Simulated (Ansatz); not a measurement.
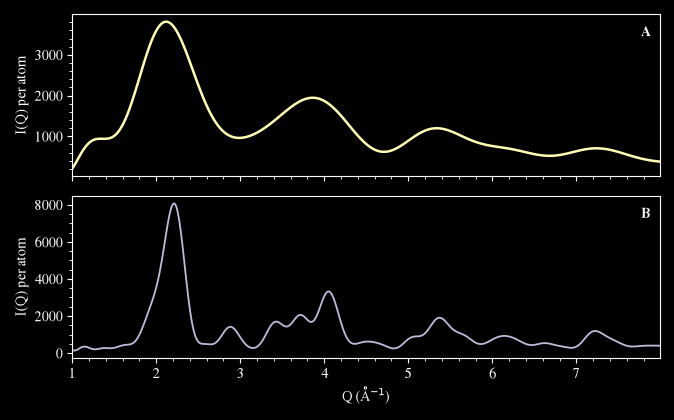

X-ray scattering of spheres cut from the crystal structure of La (P6_3/mmc, a = 3.660 Å, b = 3.660 Å, c = 5.979 Å, α = 90.00°, β = 90.00°, γ = 120.00°), calculated atom by atom with the Debye equation (B = 0.5 Å², no relaxation of the surface). Structure used: the input geometry of an electronic-structure calculation (not necessarily at equilibrium); the starting structure was generated, so it need not be a known form of this composition.

### The spheres are 10 and 28 Å across. Which curve is which?

curve A: 10 Å (13 atoms); curve B: 28 Å (311 atoms). Peak widths go roughly as 2π/D, so the largest sphere has the sharpest peaks.

### Index the main peaks of the largest sphere.

Q ≈ 2.21 Å⁻¹: 002 + 101; Q ≈ 2.88 Å⁻¹: 102; Q ≈ 3.72 Å⁻¹: 103; Q ≈ 4.05 Å⁻¹: 112 + 201; Q ≈ 5.37 Å⁻¹: 211 + 114; Q ≈ 6.14 Å⁻¹: 213.
